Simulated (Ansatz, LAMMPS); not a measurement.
**Relaxing aqueous H3O+ and HSO4-, 2.1 mol of acid per kg of water, from a frame at 280 K (182 atoms)**

How does aqueous H3O+ and HSO4-, 2.1 mol of acid per kg of water, from a frame at 280 K (182 atoms) relax, and what do bonds, charges and levels look like afterwards?

Main program and level: Ansatz 0.2.0; Kohn-Sham DFT, PBE+D4, PAW (set soft_2), plane waves.

## 1. The structure

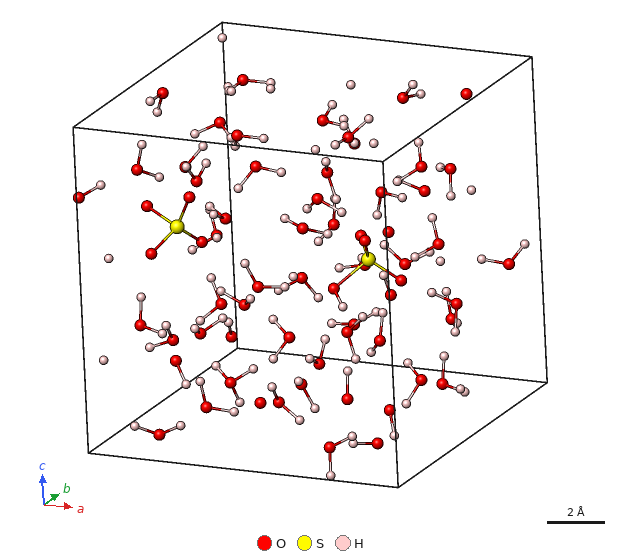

Start, viewed slightly off an axis; oxygen red, sulfur yellow, hydrogen pink. Bonds to atoms that aren't drawn are left out. Some periodic images of atoms are drawn too.

The cell holds 182 atoms: 64 O, 2 S and 116 H. Its edges and angles: a = 12.156 Å, b = 12.156 Å, c = 12.156 Å, α = 90.0°, β = 90.0°, γ = 90.0°. 54 H2O, 2 H3O+, 2 HSO4- placed at random, at 1.11 g/cm³; overlaps pushed apart, then 10 ps at 420 K with MMFF94 bonds, angles, torsions, charges and radii (Halgren, J. Comput. Chem. 17, 490 (1996)) in harmonic and 12-6 forms; SPC/E water (Berendsen, Grigera and Straatsma, J. Phys. Chem. 91, 6269 (1987)). Snapshot after 20 ps at 280 K and fixed volume.

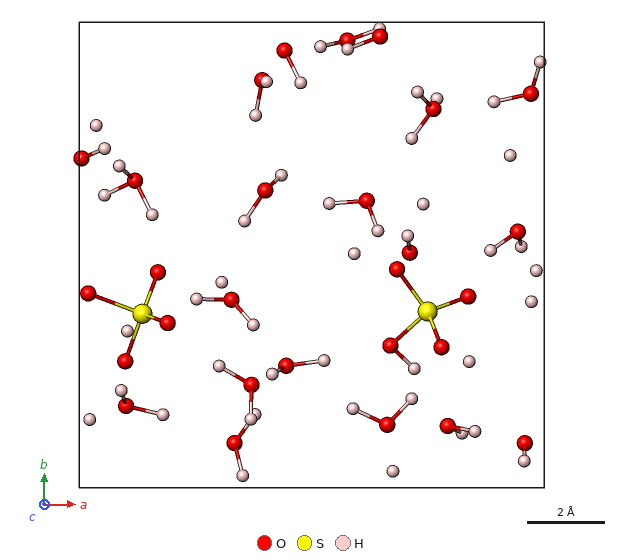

A slice 6 Å thick through the middle of the cell. Bonds to atoms that aren't drawn are left out.

What the set-up can't give: The network of contacts between molecules at the start is that of the classical potential that made the cell. The density was typed from a rule of thumb and may lie off the real one at this temperature. Only the Γ point is sampled, in a cell whose shortest periodic width is 12 Å.

## 2. How the cell was made

A classical potential makes the cell, at a small fraction of what the same run would cost in DFT.

This step: classical MD, MMFF94 bonds, angles, torsions, charges and radii (Halgren, J. Comput. Chem. 17, 490 (1996)) in harmonic and 12-6 forms; SPC/E water (Berendsen, Grigera and Straatsma, J. Phys. Chem. 91, 6269 (1987)) (LAMMPS 22 Jul 2025 - Update 4).

File in.lmp:

```
# aqueous H3O+ and HSO4-, 2.1 mol of salt per kg of water
units real
atom_style full
boundary p p p
bond_style harmonic
angle_style harmonic
dihedral_style opls
improper_style harmonic
special_bonds lj 0 0 0.5 coul 0 0 0.75
read_data data.lmp
neigh_modify delay 0 every 1 check yes one 4000
comm_modify cutoff 12.0
timestep 0.5
thermo_style custom step time temp pe press density
thermo_modify norm yes
# push overlapping molecules apart
pair_style soft 2.6
pair_coeff * * 0.0
variable a equal ramp(1,60)
fix ad all adapt 1 pair soft a * * v_a
velocity all create 420 121442 mom yes dist gaussian
fix lim all nve/limit 0.03
fix lan all langevin 420 420 50 121443 zero yes
thermo 1000
run 3000 post no
unfix ad
pair_style lj/cut/coul/long 9.0
pair_modify mix arithmetic tail yes
pair_coeff 1 1 0.0763 3.0430   # O
pair_coeff 2 2 0.2681 3.4180   # S
pair_coeff 3 3 0.0763 3.0960   # O
pair_coeff 4 4 0.0100 1.2000   # H
pair_coeff 5 5 0.0763 3.3270   # O
pair_coeff 6 6 0.1553 3.1660   # O
# [... 20 lines left out ...]
compute msd all msd com yes
thermo 5000
fix md all nvt temp 280 280 100
run 20000 post no
print "== T280: mean square displacement over the hold $(c_msd[4]:%.2f) A^2"
unfix md
uncompute msd
write_dump all custom T280.dump id type xs ys zs modify sort id
```

Run with:

```
> lmp -in in.lmp -log none -nocite
```

Numbers of over 12 decimals in the logs are rounded to 6 here.

Log:

```text
LAMMPS (22 Jul 2025 - Update 4)
Reading data file ...
  orthogonal box = (0 0 0) to (12.15575 12.15575 12.15575)
  182 atoms
  orthogonal box = (0 0 0) to (12.15575 12.15575 12.15575)
  124 bonds
  74 angles
  6 dihedrals
   Step          Time           Temp          PotEng         Press         Density
         0   0              420            0.37169837     10008.484      1.1139997
      1000   500            372.93088      1.0229095      41426.495      1.1139997
      2000   1000           426.7395       1.0154308      40766.249      1.1139997
      3000   1500           398.64608      1.018365       50335.761      1.1139997
[... 30 lines left out ...]
Loop time of 7.32243 s on 1 MPI rank(s) for 10000 steps with 182 atoms
   Step          Time           Temp          PotEng         Press         Density
[... 4 lines left out ...]
Loop time of 3.4846 s on 1 MPI rank(s) for 5000 steps with 182 atoms
   Step          Time           Temp          PotEng         Press         Density
[... 2 lines left out ...]
     25000   24000          283.11824     -6.6731671      2632.7548      1.1139997
     30000   29000          294.9227      -6.687599       1327.7977      1.1139997
     35000   34000          286.2209      -6.4993335     -395.72618      1.1139997
     37000   36000          254.99459     -6.6502063      2507.4074      1.1139997
Loop time of 13.5438 s on 1 MPI rank(s) for 20000 steps with 182 atoms
== T280: mean square displacement over the hold 19.00 A^2
```

The job ended after 27 s (1 thread of Intel Xeon Platinum 8488C (Sapphire Rapids), shared host; peak memory 0.12 GiB).

The input also reads data.lmp (atoms, bonds and types; not printed here).

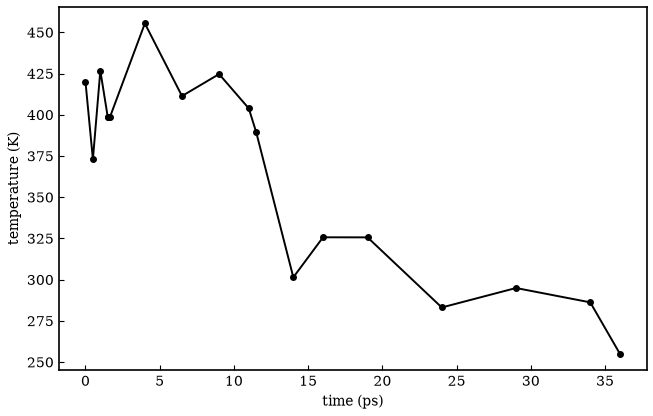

Temperature against time.

## 3. Single point at the start

A single point comes first, to see the forces before anything moves.

File input.yaml:

```yaml
crystal:
  lattice:
    - [12.15575, 0.0, 0.0]
    - [0.0, 12.15575, 0.0]
    - [0.0, 0.0, 12.15575]
  atoms:
    - { symbol: O, position: [0.6689, 0.30528, 0.47736] }
    - { symbol: S, position: [0.74906, 0.37852, 0.55187] }
    - { symbol: O, position: [0.68315, 0.46918, 0.58865] }
    - { symbol: O, position: [0.8362, 0.41067, 0.48583] }
    - { symbol: O, position: [0.77877, 0.30175, 0.63707] }
    - { symbol: H, position: [0.72026, 0.25566, 0.44303] }
    - { symbol: O, position: [0.01932, 0.41746, 0.62571] }
    - { symbol: S, position: [0.13576, 0.37369, 0.5888] }
    - { symbol: O, position: [0.16914, 0.46274, 0.51693] }
    - { symbol: O, position: [0.09889, 0.27137, 0.53508] }
    - { symbol: O, position: [0.19, 0.3537, 0.69162] }
    - { symbol: H, position: [0.97198, 0.39955, 0.563] }
    - { symbol: O, position: [0.29814, 0.3486, 0.13552] }
    - { symbol: H, position: [0.23354, 0.38761, 0.16802] }
    - { symbol: H, position: [0.30578, 0.38674, 0.06395] }
    - { symbol: H, position: [0.364, 0.3687, 0.1785] }
    - { symbol: O, position: [0.11998, 0.65966, 0.46843] }
    - { symbol: H, position: [0.08612, 0.69135, 0.53415] }
    - { symbol: H, position: [0.15694, 0.58644, 0.48924] }
    - { symbol: H, position: [0.05438, 0.62855, 0.42779] }
    - { symbol: O, position: [0.17069, 0.6128, 0.83499] }
    - { symbol: H, position: [0.09973, 0.58927, 0.80067] }
    - { symbol: H, position: [0.23066, 0.56139, 0.81198] }
    - { symbol: O, position: [0.08925, 0.41392, 0.98107] }
    - { symbol: H, position: [0.08844, 0.33167, 0.98246] }
    - { symbol: H, position: [0.05557, 0.44049, 0.91088] }
    - { symbol: O, position: [0.64674, 0.96962, 0.56045] }
    - { symbol: H, position: [0.5771, 0.94268, 0.59497] }
    - { symbol: H, position: [0.6743, 0.03516, 0.60184] }
    - { symbol: O, position: [0.09764, 0.3896, 0.23195] }
    - { symbol: H, position: [0.10351, 0.3364, 0.29443] }
    - { symbol: H, position: [0.02105, 0.38833, 0.20196] }
    [... 144 atom lines left out ...]
    - { symbol: O, position: [0.81607, 0.68733, 0.07741] }
    - { symbol: H, position: [0.80594, 0.72732, 0.14859] }
    - { symbol: H, position: [0.8958, 0.67012, 0.06674] }
    - { symbol: O, position: [0.07608, 0.75633, 0.22235] }
    - { symbol: H, position: [0.03649, 0.77853, 0.29096] }
    - { symbol: H, position: [0.0369, 0.69302, 0.18736] }
kpoints:
  mp_grid: { grid: [1, 1, 1] }
hamiltonian:
  xc: pbe
  dispersion: d4
scf:
  occupations: { method: fixed }
output:
  forces: true
  stress: true
  populations: true
  dos:
    method: { smearing: { sigma: 0.1 } }
    de: 0.1
    projected: { site_lists: { H: [H], O: [O], S: [S] } }
  eigenvalues: true
```

Run with:

```
> ansatz run input.yaml --threads 4 --pin off --max-ram 8192MiB --backend cpu --events-out ev --progress --plain --runs-dir out
```

Log:

```text
Engine: ansatz 0.2.0, x86_64-unknown-linux-gnu
Pseudopotentials: kind: paw
Pseudopotential: O, paw, valence charge 6, recommended cutoff 420 eV (normal), O.paw.azcp
Pseudopotential: S, paw, valence charge 6, recommended cutoff 420 eV (normal), S.paw.azcp
Pseudopotential: H, paw, valence charge 1, recommended cutoff 420 eV (normal), H.paw.azcp
Functional definition: PBE
  parameter kappa = 0.804
  parameter beta = 0.066725
  exchange = pbe_x(kappa = kappa, mu = beta*pi^2/3)
  correlation = pbe_c(beta = beta)
Crystal: 182 atoms, lattice volume = 1796.161 Å³
Basis set: ecut = 420 eV, 35033 PW (Γ), exchange–correlation on 180×180×180 points (8 copies of the dense FFT grid, shifted against one another)
Bands: 438, of which v1, the nominal top of the filled ones, is band 256 counted from 1 (255 counted from 0)
Symmetry: 1 space group operations
Space group: P1 (ITA 1), of the structure as read, at distance tolerance 1.2e-4 Å
k-points: 1
Non-local potential: O, projectors of the file, l = 0: 2, l = 1: 2, l = 2: 1
Non-local potential: S, projectors of the file, l = 0: 2, l = 1: 2, l = 2: 2
Non-local potential: H, projectors of the file, l = 0: 2, l = 1: 1
PAW form: soft (Blöchl's): semilocal exchange-correlation on the pseudo side does not see the compensation charge
PAW one-centre angular grid: O, 110 points (default); XC on 64 Gauss nodes
PAW one-centre angular grid: S, 110 points (default); XC on 64 Gauss nodes
PAW one-centre angular grid: H, 110 points (default); XC on 64 Gauss nodes
Initial density: superposition of atomic densities (neutral atoms: chi_scale 0, normalization atom), corrected by the library's trained network
Initial wavefunctions: pseudopotential atomic-orbital guess
Functional: x = pbe(κ = 0.804, μ = 0.219515), c = pbe(β = 0.066725)
SCF iter   1: F=—  HF=-39984.632113 eV  |F-HF|=—  |Δ(HF+E_count)|=         —  Δρ=3.20e-3  dr2=2.21e-1  ethr=1.77e-3  ⟨swp⟩=5.0  Hψ=1824  notcnv=0  defer=180
preconditioner: auto → Resta (q_TF=auto, 2.213 Å⁻¹)  ε∞=2.2  [insulator: Δε(μ)=4.271 eV  Ē_g=17.876 eV  n_scr=340 (ndim 8)  ℏωp=19.7 eV  f_vac=0.272  ε∞_Penn≈2.2]
SCF iter   2: F=—  HF=-39984.513345 eV  |F-HF|=—  |Δ(HF+E_count)|=   1.19e-1  Δρ=1.56e-3  dr2=4.87e-2  ethr=4.32e-5  ⟨swp⟩=2.0  Hψ=754  notcnv=0  defer=180
SCF iter   3: F=—  HF=-39984.485626 eV  |F-HF|=—  |Δ(HF+E_count)|=   2.77e-2  Δρ=7.24e-4  dr2=1.26e-2  ethr=9.51e-6  ⟨swp⟩=2.0  Hψ=522  notcnv=0  defer=180
SCF iter   4: F=—  HF=-39984.482142 eV  |F-HF|=—  |Δ(HF+E_count)|=   3.48e-3  Δρ=2.55e-4  dr2=1.24e-3  ethr=2.46e-6  ⟨swp⟩=3.0  Hψ=515  notcnv=0  defer=180
SCF iter   5: F=—  HF=-39984.482033 eV  |F-HF|=—  |Δ(HF+E_count)|=   1.10e-4  Δρ=1.39e-4  dr2=3.00e-4  ethr=2.42e-7  ⟨swp⟩=3.0  Hψ=525  notcnv=0  defer=180
SCF iter   6: F=—  HF=-39984.481983 eV  |F-HF|=—  |Δ(HF+E_count)|=   5.00e-5  Δρ=4.37e-5  dr2=2.94e-5  ethr=5.85e-8  ⟨swp⟩=3.0  Hψ=513  notcnv=0  defer=175
SCF iter   7: F=—  HF=-39984.485186 eV  |F-HF|=—  |Δ(HF+E_count)|=   3.20e-3  Δρ=1.49e-5  dr2=3.34e-6  ethr=5.74e-9  ⟨swp⟩=2.0  Hψ=674  notcnv=0  defer=174
SCF iter   8: F=—  HF=-39984.485187 eV  |F-HF|=—  |Δ(HF+E_count)|=   8.76e-7  Δρ=6.64e-6  dr2=7.04e-7  ethr=6.52e-10  ⟨swp⟩=3.0  Hψ=582  notcnv=0  defer=174
SCF iter   9: F=-39984.485187 eV  HF=-39984.485187 eV  |F-HF|=2.47e-9  |Δ(HF+E_count)|=   1.67e-8  Δρ=1.77e-6  dr2=4.85e-8  ethr=1.95e-11  ⟨swp⟩=15.0  Hψ=3378  notcnv=0
SCF 1 converged in 9 iterations: F = -39984.485187 eV  dr2 = 4.85e-8
  greatest PAW one-centre occupation: 0.882 electrons in one spin orbital (limit 2), on the O atom at site 3 (counted from 0), in its partial waves of l = 0
SCF converged after 9 iterations
Free energy (F): -39984.485187 eV
Harris-Foulkes:  -39984.485187 eV  (|F-HF|=2.47e-9)
Internal energy: -39984.485187 eV  (E = F + TS)
E sigma→0 (E₀):  -39984.485187 eV
Fermi energy:    -1.795161 eV
--- Per-component energies (eV) ---
  E_band       = -4853.072596
  E_kinetic    = 13031.672909
  E_local      = -42864.316400  (includes V_loc(G=0)·N_el)
  E_nonlocal   = 3327.751266
  E_hartree    = 15773.311336
  E_xc         = -5907.719827
  E_vxc        = -7477.326166  (∫ρ·V_xc dr)
  E_paw        = -11417.885972  (= ΣΔE_a)
  E_vpaw       = -2417.511509  (= ΣTr[D̂ρ^β])
  E_aug_tail   = 0.027007  (compensation charges beyond the density's cutoff)
  E_ewald      = -11921.073312
  E_disp       = -6.252194  (pairwise vdW)
  E_smearing   = -0.000000  (= −TS)
  E_closure    = -0.000000  (closes the sum)
  Σ components = -39984.485187   (vs F -39984.485187, Δ=0.00e0)
--- Forces (eV/Å), atoms counted from 1 ---
  atom   1  O     -0.92517224     1.69341218     0.35891640
  atom   2  S     -3.87567042    -2.57611824     1.43409685
  atom   3  O     -0.95278839     1.29363737     0.58975930
  atom   4  O      4.20751182     0.97318646    -2.63402678
  atom   5  O      0.24916803    -0.25771427     0.29289441
  atom   6  H      0.86518084    -2.10235977    -1.24637348
  atom   7  O     -0.87484323     0.39182931     0.65829883
  atom   8  S     -3.85285560    -1.19927969    -1.73145112
  atom   9  O      1.99773010    -0.25258019    -0.39862142
  atom  10  O      1.57725063     0.34452458    -0.08897746
  atom  11  O      1.72077130     0.55210241     1.09671995
  atom  12  H     -0.77193602     0.23625307    -0.04263335
  atom  13  O     -0.60141281     0.36460104    -0.18762053
  atom  14  H     -0.95635650    -0.35283876     0.64443968
[...]
atom 181  H      0.12848837     0.08699979    -0.47110831
  atom 182  H      0.50049726     0.30138138     0.21363180
  max |Σ_I F_I| component: 8.28e-5 eV/Å
--- Stress (GPa, compression-positive) ---
       -1.038016      -0.536599      -0.194199
       -0.536599      -1.595323      -0.025214
       -0.194199      -0.025214      -0.117681
  P = ⅓ Tr σ = -0.9170 GPa (-9.170 kbar)
--- Band table (eV) ---
  k-point 0: bands = ["-26.6771", "-26.5698", "-24.1060", "-23.8259", [... 422 levels ...], "11.3369", "11.3790", "11.4137", "11.4420", "11.4784", "11.5191", "11.5966", "11.6033", "11.6411", "11.6736", "11.6977", "11.7473"]
--- Löwdin populations: 182 sites ---
  site symbol       q [e]
     0      O      6.6607
     1      S      3.4368
     2      O      6.7346
[...]
181      H      0.6196
  spilling = 0.012045 (of n_electrons = 512.000000)
```

The job ended after 22 s (4 threads of Intel Xeon Platinum 8488C (Sapphire Rapids), shared host; peak memory 2.6 GiB).

Read from the output:

* free energy: -39984.4852 eV
* free energy per atom: -219.6950 eV/atom
* SCF cycles: 9
* pressure: -0.917 GPa
* r.m.s. force component: 0.6682 eV/Å
* longest force: 5.058 eV/Å
* Fermi energy: -1.795 eV
* gap (highest filled to lowest empty level): 4.155 eV
* spilling of the projection: 0.01205

The r.m.s. force component of 0.67 eV/Å and the pressure of -0.92 GPa set the starting point.

Neighbours are counted within 1.21 Å (H-O), 2.02 Å (O-S).

Length of the force by element and coordination:

```tsv
element	coordination	atoms	mean length of the force (eV/Å)	spread	least	most
H	all	116	0.954	0.345	0.205	2.59
O	all	64	0.899	0.682	0.245	5.06
O	1	6	2.17	1.40	0.463	5.06
O	2	56	0.752	0.340	0.245	1.96
O	3	2	1.21	0.480	0.728	1.69
S	all	2	4.63	0.239	4.39	4.87
```

[end of part 1 of 3]

[Logs are printed without paths, hosts, clocks, repeated set-up lines and the standing remarks that a program may print on its own settings, such as how far it seeks lower states.]

[Hosts, paths, dates, database ids (printed as entryN), source tags and the programs' standing remarks are cut or masked in the printed files.]

[The MMFF94 radii named for the starting cell were scaled by 0.96; in molecules described by MMFF94, hydrogen bound to N, O or S took a small fixed 12-6 site in their place.]
